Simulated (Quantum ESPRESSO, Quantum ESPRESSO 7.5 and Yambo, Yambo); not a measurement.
# Beyond one shot: Diamond (Fd-3m, 2 atoms a cell)

Wanted: G0W0 and self-consistent gaps of Diamond (Fd-3m, 2 atoms a cell), with the cost of the cycles.

Main program and level: Quantum ESPRESSO 7.5 and Yambo 5.3.0; PBE and many-body steps on it, plane waves.

**The experiments to reproduce.**

- Gap 5.5 eV: band gap, experimental literature value; bulk crystal (quoted in “Fermi level pinning by defects can explain the large reported carbon 1s binding energy variations in diamond”, 2019, arxiv:1902.02958).

- Gap 5.47 eV: experimental band gap used as input; bulk crystal (quoted in “Enhanced Electron Emission Performance and Air‐Surface Stability in ScO‐Terminated Diamond for Thermionic Energy Converters”, 2024, pmc:11600692).

### 1. The starting structure

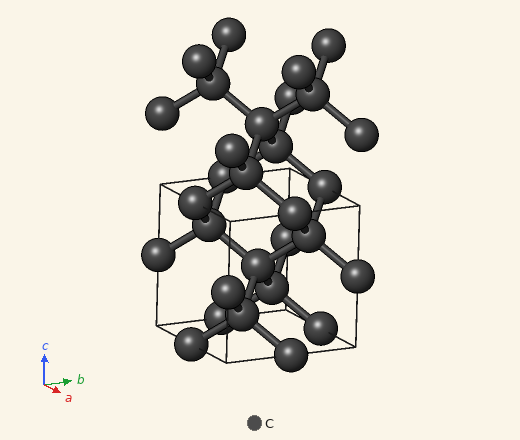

The cell as given, slightly off an axis (carbon dark grey). 1×1×2 cells are drawn. This picture shows the conventional cell, with its axes. Some periodic images of atoms are drawn too.

The cell and positions come from the Crystallography Open Database and are kept as given unless a step says otherwise.

### 2. Empty states on the mesh, 6×6×6 mesh, 51 bands

This step: Quantum ESPRESSO 7.5; DFT, PBE, plane waves, norm-conserving pseudopotentials.

The sums over transitions need many empty states on a uniform mesh; this step solves for them.

Input file pw.in:

```
&control
  calculation = 'nscf'
  prefix = 'x'
  outdir = 'o'
  pseudo_dir = 'pseudo'
/
&system
  ibrav = 0
  nat = 2
  ntyp = 1
  ecutwfc = 74.0
  nbnd = 51
  force_symmorphic = .true.
/
&electrons
  conv_thr = 1e-9
  electron_maxstep = 80
  diago_full_acc = .true.
  diago_thr_init = 5e-6
/
ATOMIC_SPECIES
  C 12.011 C.upf
CELL_PARAMETERS angstrom
  -0.0000000000 1.7833700000 1.7833700000
  1.7833700000 -0.0000000000 1.7833700000
  1.7833700000 1.7833700000 0.0000000000
ATOMIC_POSITIONS crystal
  C 0.0000000000 0.0000000000 0.0000000000
  C 0.2500000000 0.2500000000 0.2500000000
K_POINTS automatic
  6 6 6 0 0 0
```

The run is started by

```
OMP_NUM_THREADS=1 mpirun -n 8 pw.x -nk 4 -in pw.in > pw.out
```

Output:

```text
Program PWSCF v.7.5 starts

     This program is part of the open-source Quantum ESPRESSO suite
     for quantum simulation of materials; please cite
         "P. Giannozzi et al., J. Phys.:Condens. Matter 21 395502 (2009);
         "P. Giannozzi et al., J. Phys.:Condens. Matter 29 465901 (2017);
         "P. Giannozzi et al., J. Chem. Phys. 152 154105 (2020);
     in publications or presentations arising from this work. More details at

     Atomic positions and unit cell read from directory:
     o/x.save/

     Message from routine setup:
[...]
134.0150 134.0150 135.9775

          k = 0.2357 0.2357-0.2357 (   823 PWs)   bands (ev):

[...]
102.6077 105.4137 110.2469 110.2469 115.0401 118.3646 118.3646 119.8291
   119.8291 120.2772 124.5185 131.5689 132.1936 132.1936 137.9862 137.9862
   138.5155 146.9801 146.9802

          k =-0.3536-0.3536 0.3536 (   832 PWs)   bands (ev):

     [... further k-points ...]

     highest occupied, lowest unoccupied level (ev):    13.3585   17.5657

     XML data file, pseudopotentials, collected wavefunctions

=------------------------------------------------------------------------------=
   JOB DONE.
=------------------------------------------------------------------------------=
```

Run time: 1.5 s. Hardware: 8 MPI ranks of Arm Neoverse V1, shared host; peak memory 0.05 GiB; 11 s of CPU time.

This step gave:

| Item | Value |
| --- | --- |
| gap | 4.207 eV |
| k of the valence top | 0, 0, 0 |
| k of the conduction bottom | 0, 0.3333, 0.3333 |
| least direct gap | 5.626 eV |
| k points computed | 16 |
| lowest point of the top converged band, above the valence top | 119.3721 eV |

On this mesh the gap is 4.207 eV.

The density comes from a self-consistent run that is not shown.

### 3. Conversion and set-up

This step: Yambo 5.3.0; conversion and set-up on PBE, plane waves, norm-conserving pseudopotentials.

The states are converted to the many-body program's format and the q mesh is built.

The run is started by

```
(cd o/x.save; p2y > p2y.log; mv SAVE ../..); yambo > setup.log
```

Output:

```text
 Yambo, version 5.3.0

 [02] CORE Variables Setup
 =========================

  [02.01] Unit cells
  ==================

  Cell kind             :  FCC
  Atoms in the cell     :  C
  number of C  atoms    :  2

  List of atomic masses
  Mass of C     :  12.01100

  List of atomic coordinates    : [cc]
  C1       :  0.000000  0.000000  0.000000  order 1
  C2       :  1.685040  1.685040  1.685040  order 2

  Alat factors          :  3.370081  3.370081  3.370081 [a.u.]
  Direct lattice volume :  76.55102 [a.u.]
  Direct lattice vectors:  A[ 1 ]  A[ 2 ]  A[ 3 ]
[...]
Q [ 1]         [rlu]:  0.000000  0.000000  0.000000
 Q [ 2]         [rlu]:  0.39018E-17  0.39018E-17  0.16667
 Q [ 3]         [rlu]:  0.78036E-17  0.78036E-17  0.33333
[...]
Q [ 8]         [rlu]:  0.84430E-16  0.16667     -0.33333
 Q [ 9]         [rlu]: -0.37578E-16  0.16667     -0.16667
 Q [10]         [rlu]:  0.17390E-18  0.33333      0.33333
     [... 4 further rows ...]
 Q [15]         [rlu]:  0.166667  0.333333 -0.333333
 Q [16]         [rlu]:  0.166667 -0.500000 -0.333333

  [03.01] X indexes
  =================

   [03.01.01] Sigma indexes
   ========================

 [06] Game Over & Game summary
```

It took 1.6 s on 1 MPI rank; peak memory 0.23 GiB.

### 4. G0W0

Now the one-shot GW correction: screening in the RPA, then the self-energy of the levels asked for.

This step: G0W0 on PBE, plane waves, norm-conserving pseudopotentials.

Input file gw1.in:

```
HF_and_locXC
gw0
dyson
ppa
em1d
rim_cut
RandQpts= 1000000
RandGvec= 1 RL
EXXRLvcs= 74 Ry
VXCRLvcs= 296 Ry
Chimod= "HARTREE"
% BndsRnXp
 1 | 51 |
%
NGsBlkXp= 15.5 Ry
% LongDrXp
 1 | 1 | 1 |
%
% GbndRnge
 1 | 51 |
%
DysSolver= "n"
ExtendOut
PPAPntXp= 27.21138 eV
% QPkrange
 1 | 16 | 2 | 8 |
%
```

The run is started by

```
OMP_NUM_THREADS=1 mpirun -n 8 yambo -F gw1.in -J gw1 -C gw1 > gw1.log
```

Output:

```text
 Yambo, version 5.3.0

 [02] CORE Variables Setup
 =========================

  [... cell, symmetries and grids as in the set-up ...]

  [02.05] Energies & Occupations
  ==============================

  [X] === General ===
  [X] Electronic Temperature                        :  0.000000  0.000000 [eV K]
  [X] Bosonic    Temperature                        :  0.000000  0.000000 [eV K]
  [X] Finite Temperature mode                       : no
  [X] El. density                                   :  0.70524E+24 [cm-3]
  [X] Fermi Level                                   :  13.35851 [eV]

  [X] === Gaps and Widths ===
  [X] Conduction Band Min                           :  4.207159 [eV]
  [X] Valence Band Max                              :  0.000000 [eV]
  [X] Filled Bands                                  :   4
  [X] Empty Bands                                   :    5   51
  [X] Direct Gap                                    :  5.625542 [eV]
  [X] Direct Gap localized at k                     :  1
  [X] Indirect Gap                                  :  4.207159 [eV]
  [X] Indirect Gap between kpts                     :   1  10
  [X] Last valence band width                       :  7.820919 [eV]
  [X] 1st conduction band width                     :  4.646056 [eV]

 [03] Transferred momenta grid and indexing
 ==========================================

 IBZ Q-points                                      :  16
 BZ  Q-points                                      :  216

 K/Q-points units:
 rlu = crystal or reduced units; cc = cartesian coordinates; iku = interal k-units

 Q [ 1]         [rlu]:  0.000000  0.000000  0.000000
 Q [ 2]         [rlu]:  0.39018E-17  0.39018E-17  0.16667
 Q [ 3]         [rlu]:  0.78036E-17  0.78036E-17  0.33333
 Q [ 4]         [rlu]:  0.84430E-16  0.84430E-16 -0.50000
 Q [ 5]         [rlu]:  0.86948E-19  0.16667      0.16667
 Q [ 6]         [rlu]:  0.39018E-17  0.16667      0.33333
 Q [ 7]         [rlu]: -0.95144E-16  0.16667      0.50000
 Q [ 8]         [rlu]:  0.84430E-16  0.16667     -0.33333
 Q [ 9]         [rlu]: -0.37578E-16  0.16667     -0.16667
 Q [10]         [rlu]:  0.17390E-18  0.33333      0.33333
     [... 4 further rows ...]
 Q [15]         [rlu]:  0.166667  0.333333 -0.333333
 Q [16]         [rlu]:  0.166667 -0.500000 -0.333333

 [04] Coloumb potential Random Integration (RIM)
 ===============================================

  [04.01] RIM initialization
  ==========================

  * Diagonal components only detected *

  8 x (sBL volume)        :  0.120012 [a.u.]
  sBZ random points       :  1000000
  Points outside the sBZ  :   7968281
  RL volume               :  3.240325 [a.u.]
  Integrated volume       :  3.253224 [a.u.]

  [04.02] RIM integrals
  =====================

  Gamma point sphere radius             :  0.089473 [a.u.]
  Points outside the sphere             :   800476
  [Int_sBZ(q=0) 1/q^2]*(Vol_sBZ)^(-1/3) =:  7.776341
                                 should be <:  7.795600

  Summary of Coulomb integrals for non-metallic bands |Q|[au] RIM/Bare

  Q [1] 0.100000E-4 0.997530 * Q [2] 0.269103 1.067779
  Q [5] 0.310734 1.066842 * Q [9] 0.439444 1.030576
  Q [6] 0.515293 1.022482 * Q [3] 0.538206 1.020007
  Q [10] 0.621467 1.016898 * Q [8] 0.677228 1.015050
  Q [14] 0.694822 1.013869 * Q [7] 0.761139 1.011980
  Q [11] 0.807310 1.011262 * Q [4] 0.807310 1.011769
  Q [12] 0.878888 1.010572 * Q [15] 0.919163 1.010060
  Q [13] 0.932201 1.009835 * Q [16] 0.982626 1.009137

 [05] Dipoles
 ============

  [05.01] Setup: observables and procedures
  =========================================

 [06] Dynamic Dielectric Matrix (PPA)
 ====================================

 [SLK-Inversion]  Pools        :  2
 [SLK-Inversion]  BLACS grid   :  2  2

 [WR./gw1//ndb.pp]---------------------------------------------------------------
  Brillouin Zone Q/K grids (IBZ/BZ)                :   16  216   16  216
  RL vectors                                       :  1211 [WF]
  Coulomb cutoff potential                         : none
[...]
X band range                                     :    1   51
  X e/h energy range                               : -1.000000 -1.000000 [eV]
  X Time ordering                                  : R
  X Hxc Kernel                                     : HARTREE
  X Drude frequency                                :  0.000000  0.000000
  X poles                                          :  100.0000 [o/o]
  RL vectors in the sum                            :  1211
  [r,Vnl] included                                 : yes
  Field direction                                  :  0.577350E-5  0.577350E-5  0.577350E-5
  BZ energy Double Grid                            : no
  BZ energy DbGd points                            : 0
  BZ Q point size factor                           : -1.000000
  X Optical Averaged directions                    : none

 [07] Local Exchange-Correlation + Non-Local Fock
 ================================================

 [VXC] Plane waves :   6615
 [EXS] Plane waves :   893

 QP @ state[ 1 ] K range:   1  16
 QP @ state[ 1 ] b range:   2   8

 [xc] Functional : Perdew, Burke & Ernzerhof(X)+Perdew, Burke & Ernzerhof(C)
 [xc] LIBXC used to calculate xc functional
  PP Number of Atomic Species                      :  1
  NLCC RL compoments                               :   6615
  PP Number of Atomic Species                      :  1
  NLCC RL compoments                               :   6615

 [xc] E_xc :  -3.558879 [Ha]
      E_xc :  -7.117758 [Ry]

  Local XC kind (lXC) : Perdew, Burke & Ernzerhof(X)+Perdew, Burke & Ernzerhof(C)
  Non-Local XC kind (nlXC) : Hartree-Fock

  Corrections @ K [1] :  [eV]
 <2|nlXC|2> = -19.24098  0.61006E-17 <2|lXC|2> = -16.96357 -0.18882E-15
 <3|nlXC|3> = -19.24098  0.35893E-17 <3|lXC|3> = -16.96357 -0.56645E-15
 <4|nlXC|4> = -19.24097  0.14652E-16 <4|lXC|4> = -16.96357  0.23602E-16
 <5|nlXC|5> = -9.555656  0.60119E-18 <5|lXC|5> = -15.64322 -0.18882E-15
 <6|nlXC|6> = -9.555529 -0.77142E-17 <6|lXC|6> = -15.64322 -0.56645E-15
 <7|nlXC|7> = -9.555538  0.18856E-17 <7|lXC|7> = -15.64322  0.18882E-15
[...]
Corrections @ K [2] :  [eV]
[...]
Corrections @ K [3] :  [eV]
[...]
Corrections @ K [4] :  [eV]
[...]
Corrections @ K [5] :  [eV]
[...]
[... 10 further k-points ...]
  Corrections @ K [16] :  [eV]
[...]
<6|nlXC|6> = -7.788326  0.15764E-17 <6|lXC|6> = -14.30955 -0.14161E-15
 <7|nlXC|7> = -7.173704  0.63275E-18 <7|lXC|7> = -16.35335  0.35403E-16
 <8|nlXC|8> = -7.173705  0.13244E-17 <8|lXC|8> = -16.35335  0.17702E-16

  [07.01] Hartree-Fock occupations report
  =======================================

  [Hartree-Fock] === General ===
  [Hartree-Fock] Electronic Temperature             :  0.000000  0.000000 [eV K]
  [Hartree-Fock] Bosonic    Temperature             :  0.000000  0.000000 [eV K]
  [Hartree-Fock] Finite Temperature mode            : no
  [Hartree-Fock] El. density                        :  0.70524E+24 [cm-3]
  [Hartree-Fock] Fermi Level                        :  13.35851 [eV]

  [Hartree-Fock] === Gaps and Widths ===
  [Hartree-Fock] Conduction Band Min                :  9.634553 [eV]
  [Hartree-Fock] Valence Band Max                   : -2.277403 [eV]
  [Hartree-Fock] Filled Bands                       :   4
  [Hartree-Fock] Empty Bands                        :    5   51
  [Hartree-Fock] Direct Gap                         :  13.99051 [eV]
  [Hartree-Fock] Direct Gap localized at k          :  1
  [Hartree-Fock] Indirect Gap                       :  11.91196 [eV]
  [Hartree-Fock] Indirect Gap between kpts          :   1  10
  [Hartree-Fock] Last valence band width            :  10.61884 [eV]
  [Hartree-Fock] 1st conduction band width          :  5.885668 [eV]

 [08] Dyson equation: Newton solver
 ==================================

  [08.01] G0W0 (W PPA)
  ====================

  [  GW  ] Bands range     :    1   51
  [GW/PPA] G damping       :  0.100000 [eV]

  QP @ state[ 1 ] K range:   1  16
  QP @ state[ 1 ] b range:   2   8

   Sc/G bands                                       :    1   51
   Sc/G damping                                     :  0.100000 ev
   Sc bands terminator                              : no
   Sx RL components                                 :   893

   QP @ state[ 1 ] K range                          :   1  16
   QP @ state[ 1 ] b range                          :   2   8
   GF energies kind                                 : Perdew, Burke & Ernzerhof(X)+Perdew, Burke & Ernzerhof(C)
   GF WF`s kind                                     : Perdew, Burke & Ernzerhof(X)+Perdew, Burke & Ernzerhof(C)
   Xs energies kind                                 : Perdew, Burke & Ernzerhof(X)+Perdew, Burke & Ernzerhof(C)
   Xs WF`s kind                                     : Perdew, Burke & Ernzerhof(X)+Perdew, Burke & Ernzerhof(C)

 [11] Game Over & Game summary
```

Run time: 72 s. Hardware: 8 MPI ranks; peak memory 2.5 GiB.

Numbers from this step:

| Property | Result |
| --- | --- |
| G0W0 gap on the mesh | 5.489 eV |
| starting gap on the mesh | 4.207 eV |
| k of the valence top | 0, 0, 0 |
| k of the conduction bottom | 0, 0.3333, 0.3333 |
| least direct G0W0 gap on the computed points | 7.370 eV |
| Z at the valence top | 0.8310 |
| Z at the conduction bottom | 0.8403 |

The gap on the mesh goes from 4.21 eV to 5.49 eV, a correction of +1.28 eV.

### 5. evGW0, cycle 1

This step: evGW0 on PBE, plane waves, norm-conserving pseudopotentials.

gw2.in, as its differences from gw1.in of step 4:

```diff
@@ -27 +27,2 @@
 %
+GfnQPdb= "E < ./gw1/ndb.QP"
```

The run is started by

```
OMP_NUM_THREADS=1 mpirun -n 8 yambo -F gw2.in -J gw2,gw1_W -C gw2 > gw2.log
```

Output:

```text
 Yambo, version 5.3.0

 [02] CORE Variables Setup
 =========================

  [... cell, symmetries and grids as in the set-up ...]

  [02.05] Energies & Occupations
  ==============================

  [X] === General ===
  [X] Electronic Temperature                        :  0.000000  0.000000 [eV K]
  [X] Bosonic    Temperature                        :  0.000000  0.000000 [eV K]
  [X] Finite Temperature mode                       : no
  [X] El. density                                   :  0.70524E+24 [cm-3]
  [X] Fermi Level                                   :  13.35851 [eV]

  [X] === Gaps and Widths ===
  [X] Conduction Band Min                           :  4.207159 [eV]
  [X] Valence Band Max                              :  0.000000 [eV]
  [X] Filled Bands                                  :   4
  [X] Empty Bands                                   :    5   51
  [X] Direct Gap                                    :  5.625542 [eV]
  [X] Direct Gap localized at k                     :  1
  [X] Indirect Gap                                  :  4.207159 [eV]
  [X] Indirect Gap between kpts                     :   1  10
  [X] Last valence band width                       :  7.820919 [eV]
  [X] 1st conduction band width                     :  4.646056 [eV]

 [03] Transferred momenta grid and indexing
 ==========================================

 IBZ Q-points                                      :  16
 BZ  Q-points                                      :  216

 K/Q-points units:
 rlu = crystal or reduced units; cc = cartesian coordinates; iku = interal k-units

 Q [ 1]         [rlu]:  0.000000  0.000000  0.000000
 Q [ 2]         [rlu]:  0.39018E-17  0.39018E-17  0.16667
 Q [ 3]         [rlu]:  0.78036E-17  0.78036E-17  0.33333
[...]
[G+QP] Empty Bands                                :    5   51
  [G+QP] Direct Gap                                 :  7.369952 [eV]
  [G+QP] Direct Gap localized at k                  :  1
  [G+QP] Indirect Gap                               :  5.489179 [eV]
  [G+QP] Indirect Gap between kpts                  :   1  10
  [G+QP] Last valence band width                    :  8.335538 [eV]
  [G+QP] 1st conduction band width                  :  4.919634 [eV]

  [coarse-grid] Minimum Bare Gap        [ev]:  4.207159
  [coarse-grid] Minimum Gap Correction  [ev]:  1.282020

  Eqp @ K [ 1]
   -23.0291    -0.269247E-5 -0.323945E-5   0.00000      7.36995      7.37005      7.37000      14.7183
  Eqp @ K [ 2]
  -22.20805  -4.05855  -1.07459  -1.07451   8.77789   8.77784   9.06924  15.49719
  Eqp @ K [ 3]
  -19.79911 -10.03410  -2.48641  -2.48637  10.16518  10.16510  10.04740  17.02167
[...]
Eqp @ K [ 8]
  -18.00872 -11.30194  -6.13272  -3.18415   9.69795  11.56103  12.70137  16.74182
  Eqp @ K [ 9]
  -20.85578  -6.21259  -5.14433  -1.47796   9.55231  10.41737  11.10539  15.31566

 [07] Dipoles
 ============

  [07.01] Setup: observables and procedures
  =========================================

 [08] Dynamic Dielectric Matrix (PPA)
 ====================================

   Sc/G bands                                       :    1   51
   Sc/G damping                                     :  0.100000 ev
   Sc bands terminator                              : no
   Sx RL components                                 :   893

   QP @ state[ 1 ] K range                          :   1  16
   QP @ state[ 1 ] b range                          :   2   8
   GF energies kind                                 : Perdew, Burke & Ernzerhof(X)+Perdew, Burke & Ernzerhof(C)+ E < ./gw1/ndb.QP + @E Fit
   GF WF`s kind                                     : Perdew, Burke & Ernzerhof(X)+Perdew, Burke & Ernzerhof(C)
   Xs energies kind                                 : Perdew, Burke & Ernzerhof(X)+Perdew, Burke & Ernzerhof(C)
   Xs WF`s kind                                     : Perdew, Burke & Ernzerhof(X)+Perdew, Burke & Ernzerhof(C)

 [13] Game Over & Game summary
```

It took 67 s on 8 MPI ranks; peak memory 2.3 GiB.

This step gave:

```yaml
quasiparticle_gap_on_the_mesh: 5.621 eV
gap_of_the_density_functional_on_the_mesh: 4.207 eV
k_of_the_valence_top: 0, 0, 0
k_of_the_conduction_bottom: 0, 0.3333, 0.3333
least_direct_quasiparticle_gap_on_the_computed_points: 7.548 eV
z_at_the_valence_top: 0.8356
z_at_the_conduction_bottom: 0.8500
```

Against G0W0 in Yambo (6×6×6 mesh, 51 bands, screening to 210.9 eV, Godby-Needs plasmon pole), the gap moves by +0.132 eV.

The program's own table gives 5.813 eV, which is too large where the input levels are shifted: this version takes Σc at the unshifted level E₀, yet steps from the shifted one. The value above is the Newton step from E₀, E₀ + Z(Σc + Σx − Vxc), rebuilt from the printed columns.

(Part 1 of 2 ends here.)

[Paths, hosts, dates, memory and timing lines, banners, echoed tables and standing remarks are left out of the program output.]

[Logs are printed without paths, hosts, clocks, repeated set-up lines and the standing remarks that a program may print on its own settings, such as how far it seeks lower states.]

[Runs of the session that timed out or met a known fault of the program may be left out.]

[Hosts, paths, dates, database ids (printed as entryN), source tags and the programs' standing remarks are cut or masked in the printed files.]
